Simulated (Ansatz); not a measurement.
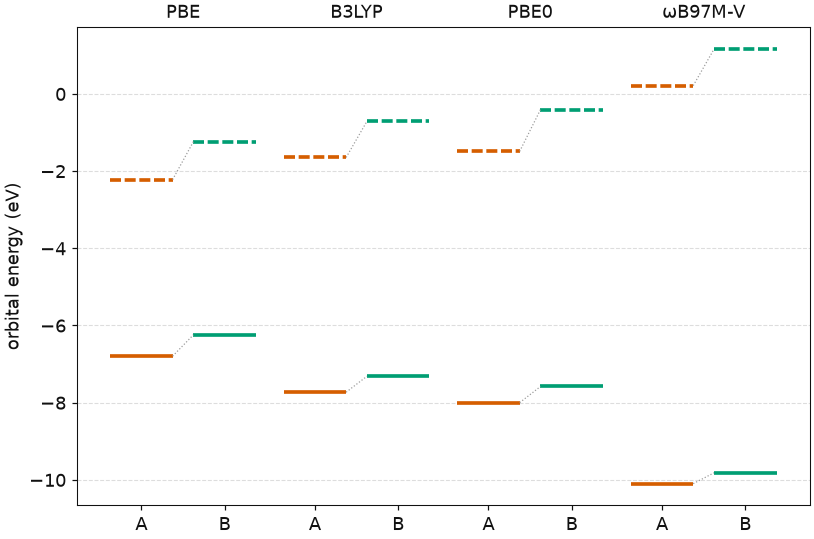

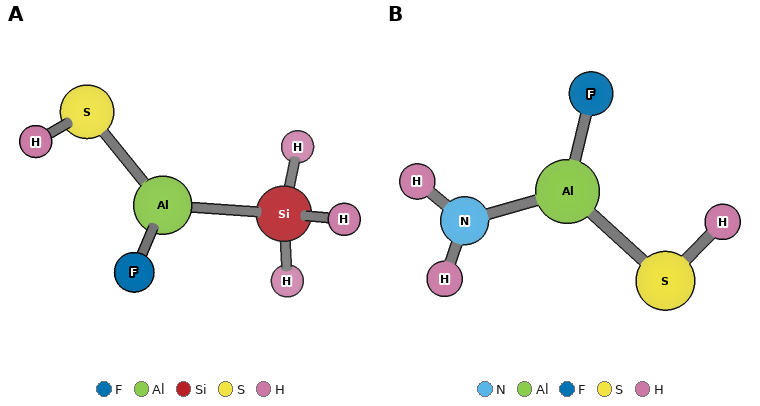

One change: A, AlSiH₄SF (SMILES [F][Al]([SiH3])[SH]), becomes B, AlNH₃SF (SMILES [NH2][Al]([F])[SH]). SiH₃ on Al is replaced by NH₂. HOMO (solid) and LUMO (dashed) computed in def2-TZVPP at PBE0-D4/def2-TZVP geometries, both minima by their frequencies, gas phase, the Ansatz code. Empty levels above zero depend strongly on the basis.

### What does the change do to HOMO and LUMO?

PBE: the HOMO rises by 0.55 eV, the LUMO rises by 0.99 eV, and the separation goes from 4.57 to 5.01 eV. B3LYP: the HOMO rises by 0.41 eV, the LUMO rises by 0.94 eV, and the separation goes from 6.08 to 6.61 eV. PBE0: the HOMO rises by 0.42 eV, the LUMO rises by 1.08 eV, and the separation goes from 6.51 to 7.17 eV. ωB97M-V: the HOMO rises by 0.28 eV, the LUMO rises by 0.95 eV, and the separation goes from 10.31 to 10.98 eV.

### Do the functionals agree on the effect?

They agree on the direction for both levels; the HOMO shift lies between 0.28 and 0.55 eV and the LUMO shift between 0.94 and 1.08 eV, while the separations themselves differ by up to 6.0 eV between functionals.
